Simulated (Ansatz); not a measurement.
```xyz
7
charge 1, multiplicity 1
C     0.8077   -0.1081    1.3041
C     1.2936   -0.6700    0.3581
I    -1.4945    0.0202   -0.7194
H    -2.7114    0.5802   -1.6771
H    -0.6335    1.3495   -1.0666
H     0.4364    0.3748    2.1828
H     1.7842   -1.1838   -0.4411
```

Work out the structure from the coordinates.

It has 7 atoms: 2 carbon, 4 hydrogen and 1 iodine (C2H4I(+)). Judged by distances it falls into 2 fragments: C2H2, H2I. The point group is Cs. Coordination: 2 C linear; 1 I bent.

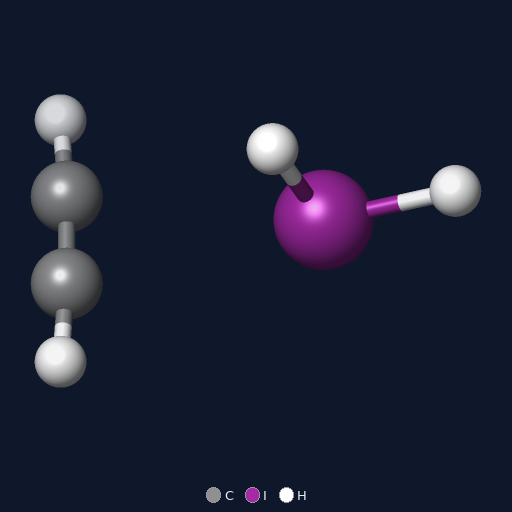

Source: calculation with Ansatz.
